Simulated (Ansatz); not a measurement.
Starting cell, Be (hcp, Mg type):

```
CELL_PARAMETERS angstrom
      2.26472     0.00000     0.00000
     -1.13236     1.96131     0.00000
      0.00000     0.00000     3.56124
ATOMIC_POSITIONS crystal
  Be 0.33333 0.66667 0.75000
  Be 0.66667 0.33333 0.25000
```

The atoms are displaced by Q × the pattern below (from a DFPT mode at Γ, largest move 1; Q in Å), at fixed cell. It is one choice among 2 degenerate patterns.

```json
[
 {"atom": "Be1", "x": "0.000", "y": "-1.000", "z": "0.000"},
 {"atom": "Be2", "x": "0.000", "y": "1.000", "z": "0.000"}
]
```

Computed with PBE (plane waves to 420 eV, PAW, scalar-relativistic; Ansatz, an electronic-structure program). k mesh 23×23×13 (Γ-centred), Fermi-Dirac smearing 0.05 eV. The energy includes the smearing's −TS. With partly filled bands, energies and forces of such displacements shift with the k mesh and the smearing. Be was relaxed with its symmetry unable to fall. The zero of ΔE is the undisplaced structure.

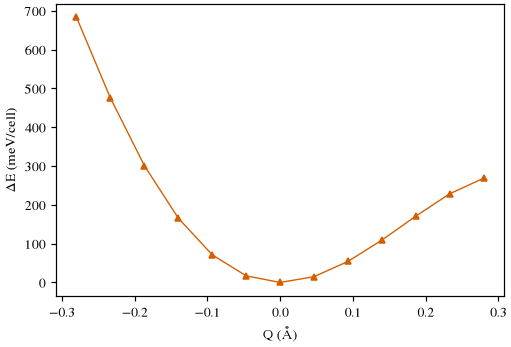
Figure: ΔE (meV/cell) against Q (Å); one marker a computed point.

Question: Is the energy the same for displacements of ±0.280 Å, and if not, which side lies higher?

Answer: Not even: the negative side lies higher at ±0.280 Å.

Question: What is the energy change at Q = 0.280 Å?

Answer: About 270 meV/cell.

Question: What harmonic wavenumber does the curvature at Q = 0 give?

Answer: About 470 cm⁻¹.

(For displaced atoms, the force is minus the slope of the energy, and its curvature is a force constant, which sets phonon frequencies.)
